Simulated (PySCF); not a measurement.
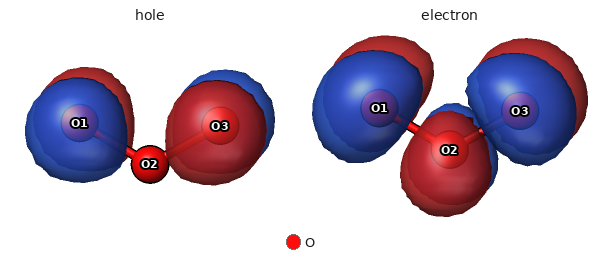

Figure 1: O3, SMILES `O=[O+][O-]`. Leading natural transition orbital pair of S₃ (TDA singlet states); the surfaces enclose about 85 % of each orbital's density.

Level of theory: CAM-B3LYP/aug-cc-pVDZ (PySCF), at a geometry from GFN2-xTB. No frequency check shows the geometry to be a minimum.

Geometry (Å), atoms numbered from 1:

```
O1       1.0725   -0.2049    0.0000
O2       0.0000    0.4098    0.0000
O3      -1.0725   -0.2049    0.0000
```

Question: Give its energy and the atoms that hole and electron lie on.

Answer: 6.47 eV (192 nm), f = 0.236 (bright); the leading pair carries 81 %; hole on O1 and O3 (45 % each) and O2 (10 %), electron on O2 (36 %) and O1 and O3 (32 % each) (shares are of the whole state, not of the leading pair alone); their centroids lie 0.1 Å apart. In canonical orbitals it is mainly HOMO−2 → LUMO (79 %). The HOMO–LUMO gap is 7.53 eV.
